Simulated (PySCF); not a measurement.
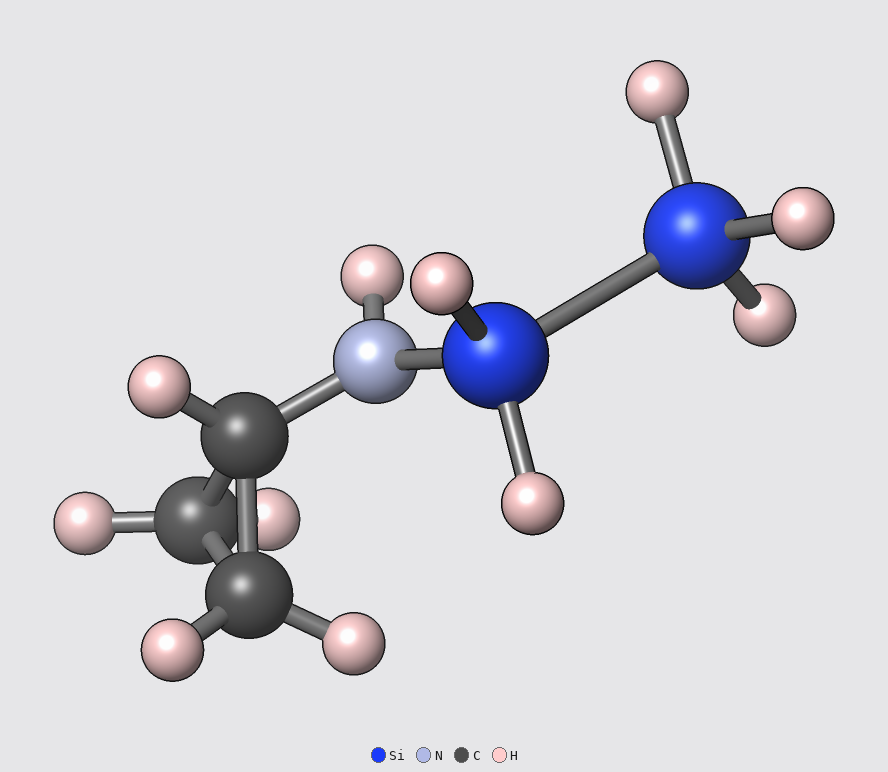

The computed structure is the end point of a PBE0-D3(BJ)/def2-SVP optimisation. No frequency run is at hand to confirm it as a minimum.

Draw it as a skeletal formula.

SMILES: [SiH3][SiH2]NC1CC1

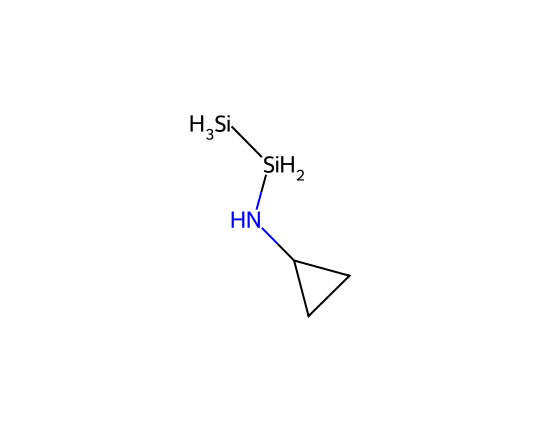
